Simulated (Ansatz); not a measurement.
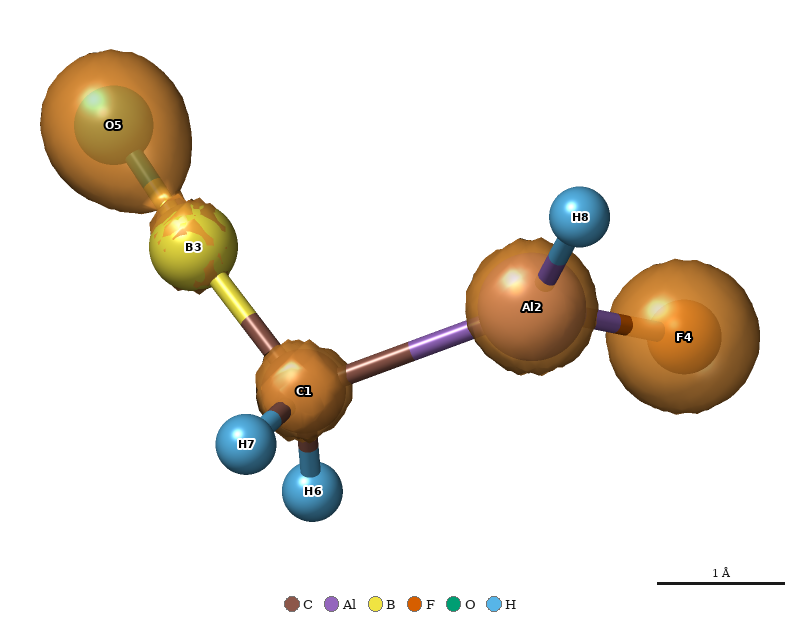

CH3AlBFO (SMILES O=B[CH2][AlH][F]). Isosurface of the total electron density at 2 e/Å³ (orange), seen at a tilt.

Geometry: B3LYP/6-31G*.

Theory: isolated molecule in a Gaussian basis; Kohn-Sham density functional theory, functional PBE0 (Ansatz 0.2.0).

```
atom    x (Å)    y (Å)    z (Å)
   C   0.9688  -0.6217  -1.0442
  Al   0.9916   1.1672  -1.8684
   B   0.4387  -0.5367   0.3812
   F  -0.2646   1.5646  -2.8750
   O   0.0106  -0.3890   1.5068
   H   0.3410  -1.2978  -1.6372
   H   1.9935  -1.0159  -1.0282
   H   2.1418   2.2269  -1.6597
```

**How is the density connected at this value?**

At this value the surface falls into six separate pieces. It bridges the sampled B–O (1.21 Å) contacts, where the density stays above the isovalue. It is pinched off along the sampled C–B (1.52 Å), Al–F (1.66 Å) and C–Al (1.97 Å) contacts. On the grid the lowest density along these lines, outside the cores, is 2.5 e/Å³ (B–O, 1.21 Å), 1.3 e/Å³ (C–B, 1.52 Å), 0.77 e/Å³ (Al–F, 1.66 Å) and 0.59 e/Å³ (C–Al, 1.97 Å).
